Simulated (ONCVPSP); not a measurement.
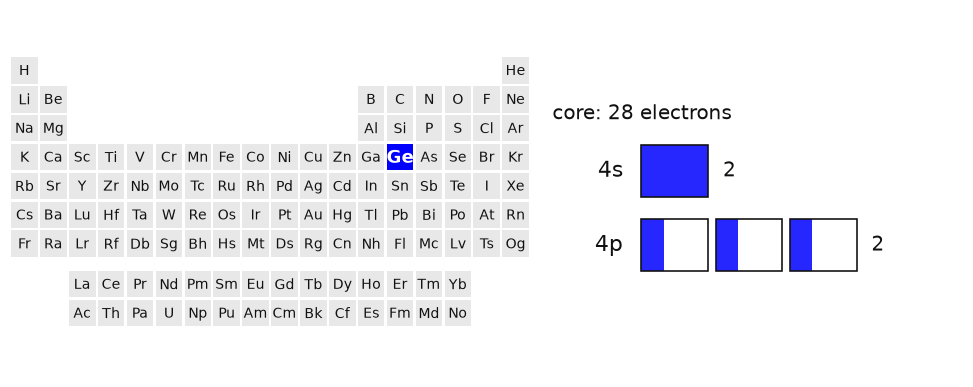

Fig. 1: Left, the place of germanium in the periodic table; right, the valence shells of the reference configuration: a box for each of the 2l + 1 orbitals, shaded by the share of the shell that is filled, with the electron count at the right. The shells are those of the unaltered input.

**Run report: Ge, pseudopotential generation**

System: germanium (Ge, Z = 32), core [Ar] 3d10, reference valence 4s2 4p2, valence charge 4. (This line and the method describe the unaltered input from which the odd one was made.)
Method: ONCV potential, LDA (Perdew-Zunger), scalar-relativistic, made with ONCVPSP 4.0.1.

## Outcome

- outcome: generated, with a ghost state
- ghost flags of the generator: 1 GHOST(-), 3 GHOST(+)
- largest excitation error printed: 770 meV
- hardware: 1 CPU thread, shared host
- wall time: 2.3 s

## What is odd here

The input is odd on purpose: qcut of l = 0 set to 0.30. The program ran to the end. The all-electron atom is untouched: its total energy equals that from the unaltered input (−2095.8964 Ha). The pseudo-atom's total energy moves by −0.00079 Ha, so the potential, or the configuration in which it is tested, is another one. The unaltered input has a GHOST(-) flag too. The potential has a bound ghost state, so it can't be used as it stands.

## Input file
```
# ATOM AND REFERENCE CONFIGURATION
# atsym  z   nc   nv     iexc    psfile
  Ge 32.00    6    2        3      upf
#
#   n    l    f
    1    0    2.00
    2    0    2.00
    2    1    6.00
    3    0    2.00
    3    1    6.00
    3    2   10.00
    4    0    2.00
    4    1    2.00
#
# PSEUDOPOTENTIAL AND OPTIMIZATION
# lmax
    2
#
#   l,   rc,      ep,       ncon, nbas, qcut
    0    1.50    0.00    4    7    0.30
    1    2.35    0.00    3    7    3.40
    2    2.00    0.12    4    7    4.50
#
# LOCAL POTENTIAL
# lloc, lpopt,  rc(5),   dvloc0
    4    5    1.15    6.00
#
# VANDERBILT-KLEINMAN-BYLANDER PROJECTORs
# l, nproj, debl
    0    2    2.40
    1    2    3.10
    2    2    3.40
#
# MODEL CORE CHARGE
# icmod, fcfact, rcfact
    3    3.25    1.75
#
# LOG DERIVATIVE ANALYSIS
# epsh1, epsh2, depsh
   -2.00    5.00    0.02
#
# OUTPUT GRID
# rlmax, drl
    6.00    0.01
#
# TEST CONFIGURATIONS
# ncnf
    4
# nvcnf
#   n    l    f
    2
    4    0    2.00
    4    1    1.00
#
    2
    4    0    2.00
    4    1    0.00
#
    2
    4    0    1.00
    4    1    0.00
#
    2
    4    0    2.00
    4    1    1.50
#
```

Run as:
```bash
oncvpsp.x < Ge.dat > Ge.out
```

## The program's output (extracts)
```
ONCVPSP  (Optimized Norm-Conservinng Vanderbilt PSeudopotential)
scalar-relativistic version 4.0.1

#   n    l    f        energy (Ha)
    1    0    2.00    -4.0208063E+02
    2    0    2.00    -5.0326443E+01
    2    1    6.00    -4.4027922E+01
    3    0    2.00    -6.1640931E+00
    3    1    6.00    -4.2401298E+00
    3    2   10.00    -1.0860681E+00
    4    0    2.00    -4.3912683E-01
    4    1    2.00    -1.4892182E-01

Reference configufation results
  iterations    27
  all-electron total energy (Ha)   -2.09589639D+03

Begin loop to  construct optimized pseudo wave functions
and semi-local pseudopoentials for all angular momenta

   Wellstate for l =  0  n =  6
     eigenvalue =   1.9609
     asymptotic potential =   2.4609
     half-point radius =  3.8614

Calculating optimized projector #   1

 for l=   0

    Fraction of norm inside rc  0.225135
    Optimizing pswf for qcut=   0.31 a_B^-1,  ecut=   0.05 Ha
    Residual kinetic energy error=  2.85D-01 Ha

    Energy error per electron        Cutoff
         Ha          eV             Ha
         0.01000     0.27211        7.38
         0.00100     0.02721       36.00
         0.00010     0.00272       47.56
         0.00001     0.00027       54.91

Calculating optimized projector #   2

 for l=   0

    Fraction of norm inside rc  0.091212
    Optimizing pswf for qcut=   0.31 a_B^-1,  ecut=   0.05 Ha
    Residual kinetic energy error=  8.12D-01 Ha

    Energy error per electron        Cutoff
         Ha          eV             Ha
         0.01000     0.27211       19.07
         0.00100     0.02721       69.14
         0.00010     0.00272       81.23
         0.00001     0.00027      109.74

   Wellstate for l =  1  n =  7
     eigenvalue =   2.9511
     asymptotic potential =   3.4511
     half-point radius =  4.6171

Calculating optimized projector #   1

 for l=   1

    Fraction of norm inside rc  0.388645
    Optimizing pswf for qcut=   3.40 a_B^-1,  ecut=   5.78 Ha
    Residual kinetic energy error=  6.35D-05 Ha

    Energy error per electron        Cutoff
         Ha          eV             Ha
         0.01000     0.27211        1.85
         0.00100     0.02721        2.74
         0.00010     0.00272        4.40
         0.00001     0.00027       27.23

Calculating optimized projector #   2

 for l=   1

    Fraction of norm inside rc  0.139591
    Optimizing pswf for qcut=   3.40 a_B^-1,  ecut=   5.78 Ha
    Residual kinetic energy error=  1.11D-02 Ha

    Energy error per electron        Cutoff
         Ha          eV             Ha
         0.01000     0.27211        6.10
         0.00100     0.02721       17.06
         0.00010     0.00272       39.70
         0.00001     0.00027       69.18

   Wellstate for l =  2  n =  4
     eigenvalue =   0.1200
     asymptotic potential =   0.6200
     half-point radius = 10.1105

   Wellstate for l =  2  n =  6
     eigenvalue =   3.5200
     asymptotic potential =   4.0200
     half-point radius =  3.5463

Calculating optimized projector #   1

 for l=   2

    Fraction of norm inside rc  0.023786
    Optimizing pswf for qcut=   4.50 a_B^-1,  ecut=  10.12 Ha
    Residual kinetic energy error=  1.07D-03 Ha

    Energy error per electron        Cutoff
         Ha          eV             Ha
         0.01000     0.27211        1.70
         0.00100     0.02721       10.41
         0.00010     0.00272       37.80
         0.00001     0.00027       45.51

Calculating optimized projector #   2

 for l=   2

    Fraction of norm inside rc  0.165241
    Optimizing pswf for qcut=   4.50 a_B^-1,  ecut=  10.12 Ha
    Residual kinetic energy error=  4.58D-01 Ha

    Energy error per electron        Cutoff
         Ha          eV             Ha
         0.01000     0.27211       55.66
         0.00100     0.02721       64.78
         0.00010     0.00272       96.16

Construct Vanderbilt / Kleinmman-Bylander projectors

B matrix Hermiticity error, ll=   0
   1   2   -1.3545E-04

  Orthonormal projector coefficients  1.8493E+01  2.8524E+00

B matrix Hermiticity error, ll=   1
   1   2    9.3037E-05

  Orthonormal projector coefficients  2.8714E+00  6.6194E-01

B matrix Hermiticity error, ll=   2
   1   2   -6.1875E-05

  Orthonormal projector coefficients -1.2430E+02  1.8521E+00

Model core correction analysis
  based on d2Exc/dn_idn_j

d2excae - all-electron derivatives

   -2.891894D-02   -2.276699D-02
   -2.276639D-02   -2.449944D-02

d2excps - pseudofunction derivatives with no core correction

   -4.196846D-02   -2.893758D-02
   -2.894131D-02   -2.752298D-02

rms 2nd derivative error    7.994334E-03

rmatch, rhocmatch    1.5203    0.6932

Teter function model core charge with specified parameters

d2excps - pseudofunction derivatives with core correction

   -2.677244D-02   -2.025110D-02
   -2.025029D-02   -2.186454D-02

rms 2nd derivative error    2.460216E-03

Pseudoatom total energy   -3.937616

Diagnostic tests using Vanderbilt-Kleinman-Bylander pseudopotentials
  1 or more projectors used as specified by nproj input data

   l    rcore       rmatch      e in        delta e   norm test  slope test

   0   1.5022667   1.5478788  -0.4391268  -0.0000009   1.0000334   1.0000184
   0   1.5022667   1.5478788   1.9608732   0.0000121   1.0002936   1.0002936

   1   2.3528574   2.4242952  -0.1489218   0.0000155   1.0000433   1.0005148
   1   2.3528574   2.4242952   2.9510782   0.0003156   1.0000943   1.0000943

   2   2.0019357   2.0627188   0.1200000   0.0000054   1.0001276   1.0001276
   2   2.0019357   2.0627188   3.5200000   0.0000049   1.0002663   1.0002663

 Testing for bound ghosts
   n   l    E NL Schr. Eq   E Basis Diag.   E Cutoff

   1   0       -0.439128       -0.421378     82.37

   2   1       -0.148906       -0.144343     39.93

       2                      -91.774110     63.49  WARNING - GHOST(-)

 Testing for highly-localized positive-energy ghosts
       l    <radius>/rc     E Basis Diag.   E Cutoff

       0        0.862976        5.178367     82.37  WARNING - GHOST(+)

       2        0.446536       19.363277     63.49  WARNING - GHOST(+)

       2        0.358414       36.552088     63.49  WARNING - GHOST(+)

Test configuration 0

   n   l     f        eae           eps        diff
   1   0  2.0000 -402.08062977
   2   0  2.0000  -50.32644349
   2   1  6.0000  -44.02792195
   3   0  2.0000   -6.16409306
   3   1  6.0000   -4.24012984
   3   2 10.0000   -1.08606808
   4   0  2.0000   -0.43912683   -0.43912772   -8.89D-07
   4   1  2.0000   -0.14892182   -0.14890633    1.55D-05

    Total energies and differences
      AE_ref= -2.09589639D+03  AE_tst= -2.09589639D+03  dif=  0.00D+00
      PS_ref= -3.93761597D+00  PS_tst= -3.93761597D+00  dif= -1.78D-15
      PSP excitation error=  1.78D-15

Test configuration 1

   n   l     f        eae           eps        diff
   1   0  2.0000 -402.41758753
   2   0  2.0000  -50.66042885
   2   1  6.0000  -44.36231138
   3   0  2.0000   -6.49785183
   3   1  6.0000   -4.57387974
   3   2 10.0000   -1.41893132
   4   0  2.0000   -0.74035930   -0.74364452   -3.29D-03
   4   1  1.0000   -0.42168356   -0.42473692   -3.05D-03

    Total energies and differences
      AE_ref= -2.09589639D+03  AE_tst= -2.09561576D+03  dif=  2.81D-01
      PS_ref= -3.93761597D+00  PS_tst= -3.65580372D+00  dif=  2.82D-01
      PSP excitation error= -1.18D-03

Test configuration 2

   n   l     f        eae           eps        diff
   1   0  2.0000 -402.82896647
   2   0  2.0000  -51.06524012
   2   1  6.0000  -44.76797458
   3   0  2.0000   -6.90170724
   3   1  6.0000   -4.97763329
   3   2 10.0000   -1.82065486
   4   0  2.0000   -1.08907448   -1.10146375   -1.24D-02

    Total energies and differences
      AE_ref= -2.09589639D+03  AE_tst= -2.09503822D+03  dif=  8.58D-01
      PS_ref= -3.93761597D+00  PS_tst= -3.07112473D+00  dif=  8.66D-01
      PSP excitation error= -8.32D-03

Test configuration 3

   n   l     f        eae           eps        diff
   1   0  2.0000 -403.35941620
   2   0  2.0000  -51.58307756
   2   1  6.0000  -45.28693060
   3   0  2.0000   -7.41953739
   3   1  6.0000   -5.49488862
   3   2 10.0000   -2.33266366
   4   0  1.0000   -1.50304580   -1.53148427   -2.84D-02

    Total energies and differences
      AE_ref= -2.09589639D+03  AE_tst= -2.09374397D+03  dif=  2.15D+00
      PS_ref= -3.93761597D+00  PS_tst= -1.75702432D+00  dif=  2.18D+00
      PSP excitation error= -2.82D-02

Test configuration 4

   n   l     f        eae           eps        diff
   1   0  2.0000 -402.23845739
   2   0  2.0000  -50.48318748
   2   1  6.0000  -44.18481738
   3   0  2.0000   -6.32079039
   3   1  6.0000   -4.39683093
   3   2 10.0000   -1.24245244
   4   0  2.0000   -0.58239948   -0.58348387   -1.08D-03
   4   1  1.5000   -0.27836698   -0.27932090   -9.54D-04

    Total energies and differences
      AE_ref= -2.09589639D+03  AE_tst= -2.09579024D+03  dif=  1.06D-01
      PS_ref= -3.93761597D+00  PS_tst= -3.83124945D+00  dif=  1.06D-01
      PSP excitation error= -2.09D-04
```
